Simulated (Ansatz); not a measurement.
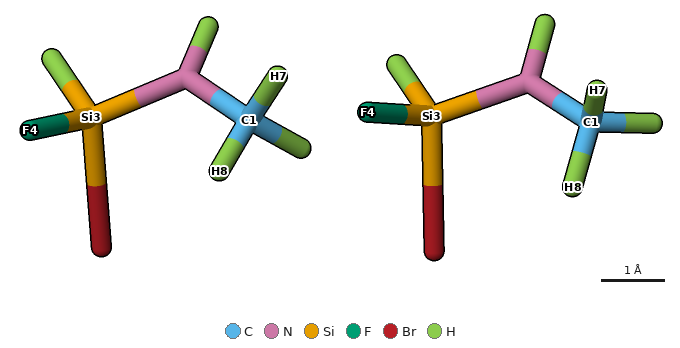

Two geometries of CH₅BrFNSi, drawn at one scale. One is the start of a relaxation, the other its converged end. A stick model, seen at a tilt.

The calculation used RKS PBE0-D4/def2-TZVP (Ansatz). Settings: force threshold 0.005 eV/Å; at most 150 steps.

> Which geometry has the lower energy?

The right one is the relaxed one. The start comes from PBE-D4/def2-SVP. The energy falls by 0.079 eV in 29 accepted moves (30 points after the start). The largest force component goes from 1.2 to 0.0043 eV/Å. The line search rejected the trial step at point 25 of the run. The forces were under the threshold at step 8, but the run went on from there. The atom that moves furthest after the best rigid fit is an H atom (0.55 Å). Largest moves by element: H 0.55 Å, Br 0.37 Å, F 0.29 Å, N 0.12 Å, C 0.07 Å, Si 0.03 Å. Some distances before and after: F–Si 1.635 → 1.594 Å, Br–Si 2.242 → 2.213 Å, N–Si 1.711 → 1.682 Å, H–Si 1.491 → 1.473 Å. Bond angles that change, for instance: N–Si–F 110.9° → 114.1°, N–Si–Br 112.8° → 110.4°, F–Si–H 110.0° → 107.9°. Groups turn about C–N by about 20°.
